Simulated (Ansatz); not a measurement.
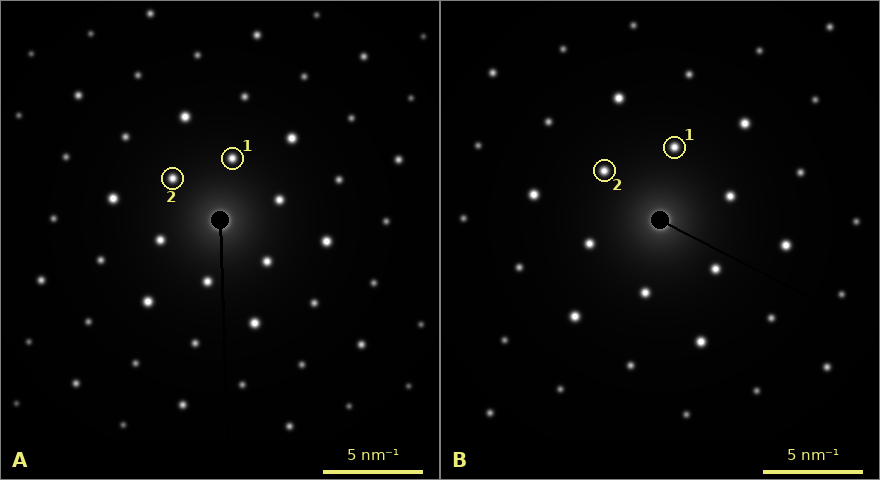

Kinematic electron diffraction patterns (120 kV, B = 0.5 Å², same scale) along [001] of the run's own cell, for the start and the end of one relaxation of As2F with Ansatz 0.2.0, DFT PBE, scalar-relativistic, plane waves, PAW. k mesh 12×12×4. The start is a generated model structure, and the relaxation ends in the nearest stationary point of its symmetry, not necessarily the ground state. Spot 1 is -1 0 0 and spot 2 is 0 -1 0 in both.

Start structure:

```
As F
1.0
     3.06159    0.00000    0.00000
    -1.53080    2.65142    0.00000
     0.00000    0.00000   11.99369
As F
4 2
Direct
  0.33333 0.66667 0.58790
  0.66667 0.33333 0.08790
  0.33333 0.66667 0.91210
  0.66667 0.33333 0.41210
  0.33333 0.66667 0.25000
  0.66667 0.33333 0.75000
```

### Which pattern belongs to the start structure, and which to the relaxed one?

B is the start: its cell gives d(1) = 2.651 Å, d(2) = 2.651 Å and an angle of 60.0°. A is the relaxed structure, with d(1) = 3.131 Å (+18.1 %), d(2) = 3.131 Å (+18.1 %) and 60.0°.

### What did the relaxation do to the structure and the energy?

The volume changed by +19.0 % to 19.32 Å³ an atom; with the mean shift removed, the atoms moved by up to 0.23 Å relative to the cell (As most); the space group stayed P6_3/mmc (No. 194); the free energy fell by 100 meV an atom. Relaxed cell: a = 3.615 Å, b = 3.615 Å, c = 10.240 Å, α = 90.00°, β = 90.00°, γ = 120.00°.
